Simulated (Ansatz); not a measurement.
Consider K2S in the anti-fluorite structure (space group Fm-3m, No. 225; a = 7.336 Å).

Modification: every lattice vector is shortened by 2.50 %, atoms relaxed at fixed cell.

Method: Kohn–Sham DFT with the PBEsol functional, run in Ansatz (an electronic-structure program) with PAW and 420 eV plane waves, no SOC.

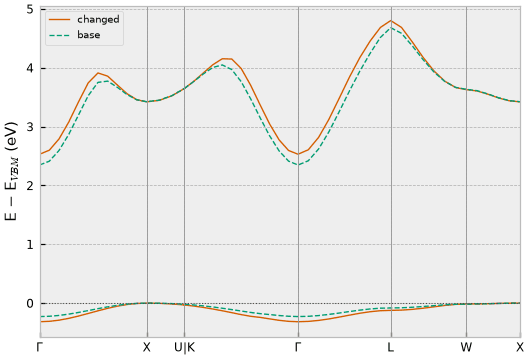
Figure. Highest valence and lowest conduction band along the path, each from its own valence-band maximum

The gap is 2.53 eV, indirect, X → Γ; the base has 2.35 eV.

The cells carry an imposed strain or load. No phonon test of stability was made.
